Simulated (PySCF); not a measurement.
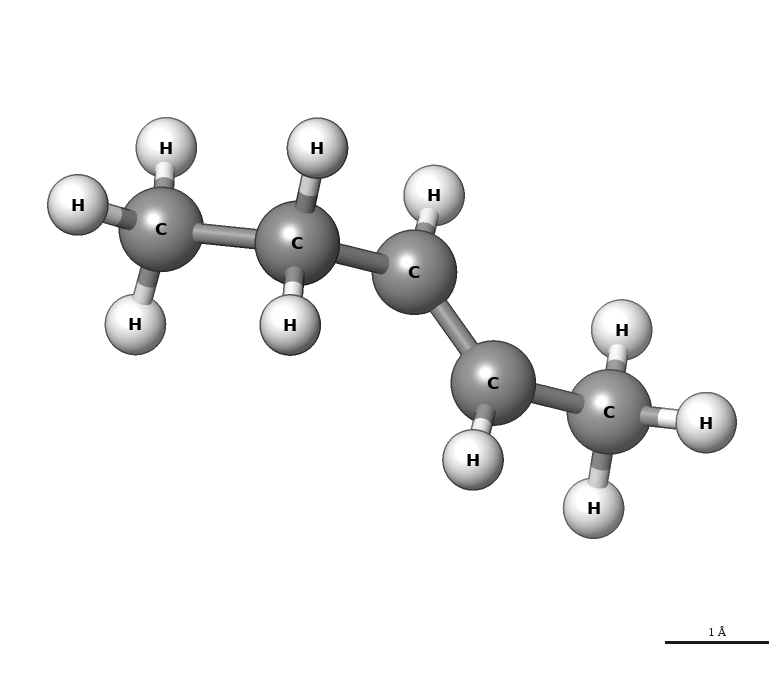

A ball-and-stick model of a molecule.

The geometry was computed by an optimisation with PBE0-D3(BJ)/def2-TZVP. No frequency run is at hand to confirm it as a minimum.

Description:

The molecule is C₅H₁₀. Its SMILES string is `C/C=C/CC`. It has no ring. Among its groups: alkene. This geometry has C1 symmetry. Coordination: 3 C tetrahedral; 2 C trigonal planar.

More results for the same structure follow; atom numbers are the same in all pictures, views and colours differ.

## Excitation

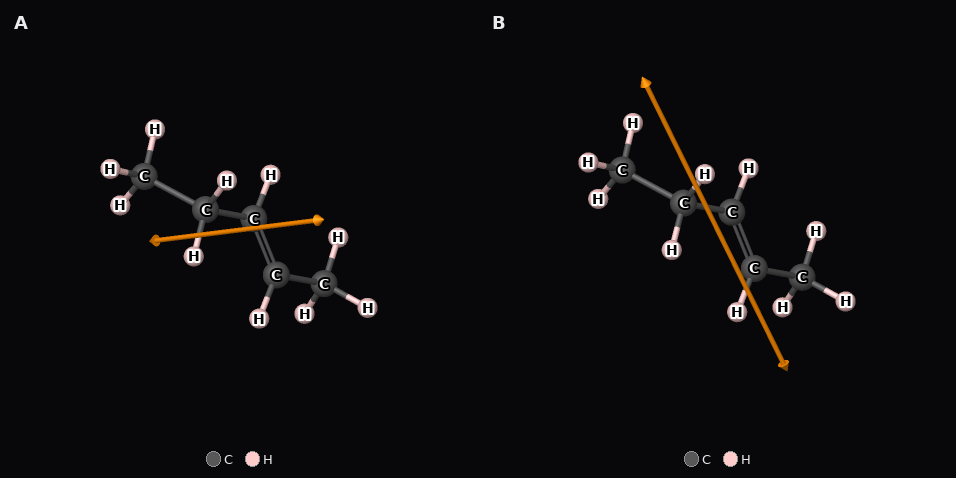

The double arrows show the directions of two transition dipoles from the ground state (lengths mean nothing). No frequency run is at hand to confirm it as a minimum. Method: TDDFT CAM-B3LYP/aug-cc-pVTZ, vertical, gas phase, core orbitals frozen in the response (PySCF 2.14.0).

> One belongs to singlet state 5 and one to singlet state 9. Which is which?

A: state 9, 7.69 eV (161 nm), oscillator strength 0.021, of mixed character, with the largest part HOMO → LUMO+7 (weight 0.49).
B: state 5, 7.00 eV (177 nm), oscillator strength 0.21, of mixed character, with the largest part HOMO → LUMO+8 (weight 0.43).

## Polarisability

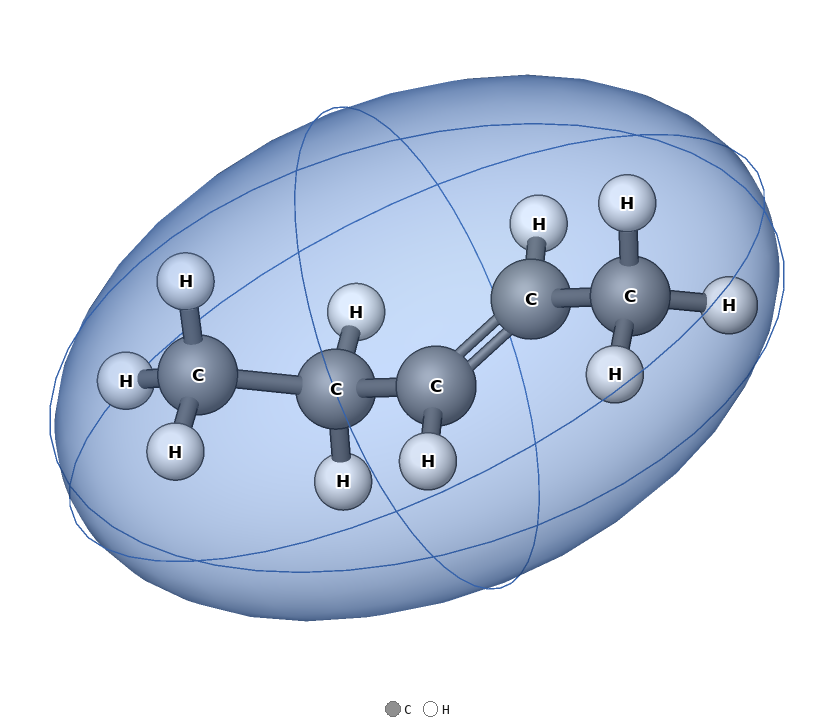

The ellipsoid shows the static dipole polarisability: its half-axes are proportional to the principal values. No frequency run is at hand to confirm it as a minimum. Computed with PBE0/aug-cc-pVTZ (PySCF 2.14.0).

> How large and how anisotropic is the polarisability?

Principal values 54.0, 58.4, 86.8 bohr³; mean 66.4 bohr³ (9.84 Å³); anisotropy 30.8 bohr³, so the longest axis is 1.61 times the shortest.

## NMR shielding

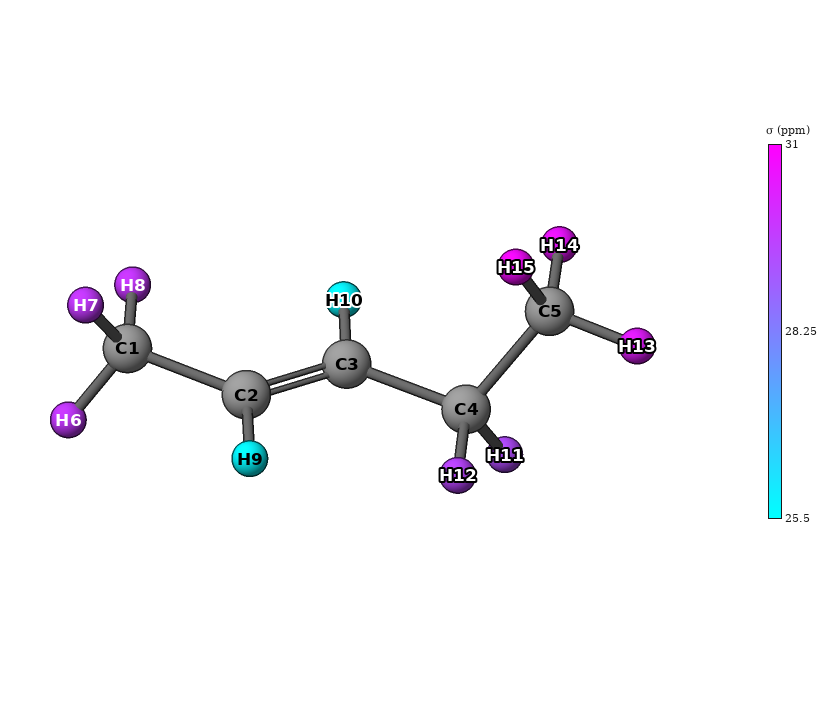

Atoms are coloured by their isotropic NMR shieldings (H only, the others grey). No frequency run is at hand to confirm it as a minimum. Level of theory: GIAO PBE0/pcSseg-2 NMR shielding, non-relativistic, gas phase (PySCF 2.14.0).

> Which H atom is the most shielded (lowest chemical shift)?

H15 (30.77 ppm).

> Which H atom is the least shielded (highest chemical shift)?

H9 (25.65 ppm).

> How wide is the range of H shifts?

5.12 ppm.

List the isotropic NMR shieldings of the H atoms.

| atom | σ (ppm) |
| --- | --- |
| H6 | 29.75 |
| H7 | 29.74 |
| H8 | 29.80 |
| H9 | 25.65 |
| H10 | 25.68 |
| H11 | 29.37 |
| H12 | 29.51 |
| H13 | 30.40 |
| H14 | 30.56 |
| H15 | 30.77 |

## Charges

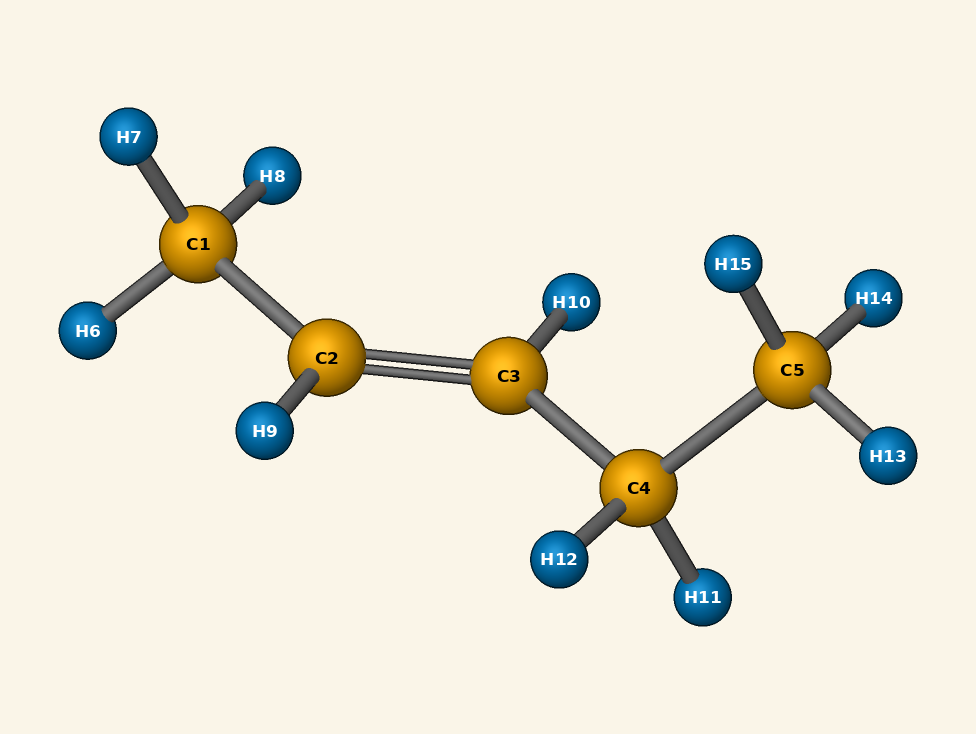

The questions are on Hirshfeld charges. No frequency run is at hand to confirm it as a minimum. Level of theory: PBE0/pcSseg-2, gas phase (PySCF 2.14.0).

List the Hirshfeld charges.

```csv
atom,value (e)
C1,−0.13
C2,−0.05
C3,−0.05
C4,−0.08
C5,−0.12
H6,0.05
H7,0.05
H8,0.05
H9,0.04
H10,0.04
H11,0.04
H12,0.04
H13,0.04
H14,0.04
H15,0.04
```
